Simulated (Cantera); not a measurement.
A closed system holds: 1 mol TEOS, 0.11 mol N₂O, equilibrated at 3.10 mbar.

Method: chemical equilibrium by Gibbs-energy minimisation in Cantera with the NASA 1993 tables (ideal gas, pure condensed phases). Candidate condensed phases: C, C₆H₆, C₇H₈, C₈H₁₈, H₂O, Si, SiC, SiO₂, Si₂N₂O, Si₃N₄; 151 gas species. The feed counts by its element totals alone. Mutual solubility and eutectic melting of coexisting phases are not modelled. The tables hold silica as quartz up to 1696 K and as liquid above; real silica turns to tridymite and cristobalite and melts near 1996 K. The numbers say what is thermodynamically allowed, not how fast it happens.

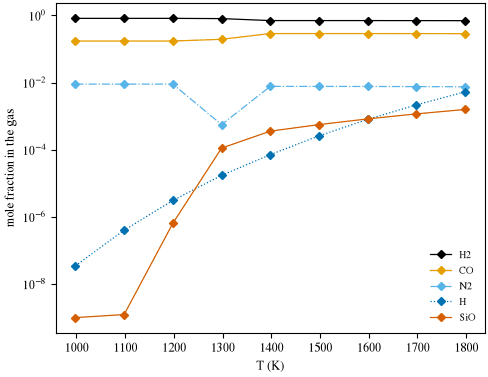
Equilibrium gas composition (values under 1e-9 drawn at 1e-9)

From 998 K to 1198 K the condensed part is C(graphite) + SiO₂(β-quartz). At 1298 K the condensed part is C(graphite) + SiO₂(β-quartz) + Si₂N₂O(s). From 1398 K to 1798 K the condensed part is C(graphite) + SiC(s).
